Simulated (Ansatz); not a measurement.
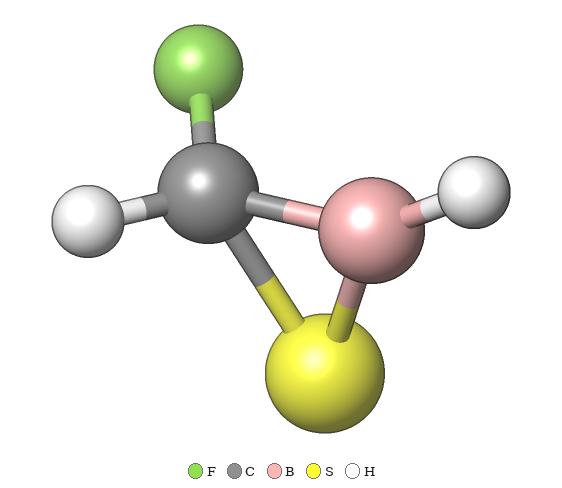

Ball-and-stick drawing of a structure.

The geometry was computed by an optimisation with PBE0-D4/def2-TZVP.

What is the molecular formula?

Answer. CH2BFS, 6 atoms: 1 carbon, 2 hydrogen, 1 boron, 1 fluorine and 1 sulfur.

What is its SMILES?

Answer. F[C@@H]1BS1

What is the point group of this geometry?

Answer. C1.

How many atoms are distinct by symmetry?

Answer. 6: 1 F, 1 C, 1 B, 1 S, 1 H, 1 H.

Name functional groups in it.

Answer. Among them: C–F bond, B–H bond.

The parts below concern this one geometry. Atoms keep their numbers from picture to picture.

**Shape**

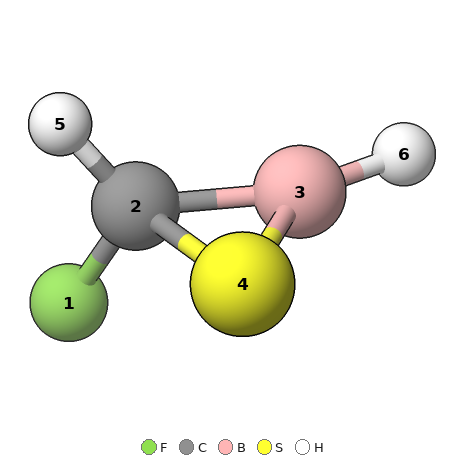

Atoms carry their numbers in the input.

Which atoms are bonded, and how long are the bonds?

```csv
bond,length (Å),order
F1–C2,1.363,single
C2–B3,1.532,single
C2–S4,1.844,single
C2–H5,1.086,single
B3–S4,1.739,single
B3–H6,1.181,single
```

**Levels of theory compared**

Program: Ansatz 0.2.0.

Tabulate HOMO energy (eV), vertical IP (eV) at these levels: B3LYP-D4/def2-TZVPP; PBE-D4/def2-TZVPP; PBE0-D4/def2-TZVPP; r2SCAN-D4/def2-TZVPP; ωB97M-V/def2-TZVPP; ωB97X-V/def2-TZVPP.

| level | HOMO energy (eV) | vertical IP (eV) |
| --- | --- | --- |
| B3LYP-D4/def2-TZVPP | −8.04 | 10.67 |
| PBE-D4/def2-TZVPP | −6.90 | 10.42 |
| PBE0-D4/def2-TZVPP | −8.27 | 10.65 |
| r2SCAN-D4/def2-TZVPP | −7.18 | 10.51 |
| ωB97M-V/def2-TZVPP | −10.46 | 10.69 |
| ωB97X-V/def2-TZVPP | −10.60 | 10.71 |

**Vibrations**

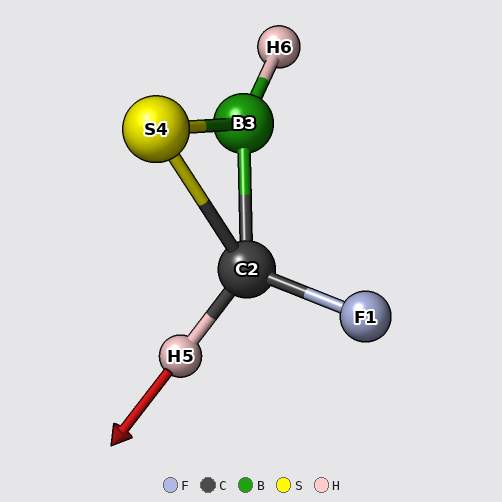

The arrows show one normal mode. Harmonic vibrations computed with RKS PBE0-D4/def2-TZVP (Ansatz 0.2.0) at a stationary point of the same level.

What kind of motion is it?

Answer. Mostly C–H stretching.

Estimate its harmonic wavenumber.

Answer. 3172 cm⁻¹; it is mode 12 of 12 counted from the lowest.

**Dipole moment**

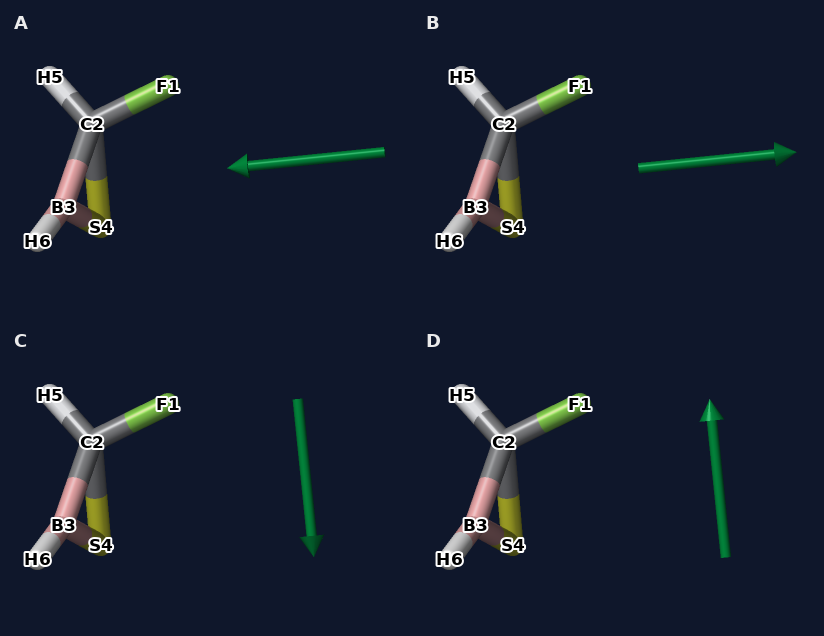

The same molecule four times, each with an arrow. Properties computed with RKS PBE0-D4/def2-TZVP (Ansatz 0.2.0).

Which arrow points along the dipole moment, from the negative to the positive end?

Answer. A. The dipole moment is 1.38 D; it points from the side of F1 to the side of H6 (the outermost atoms at the two ends).
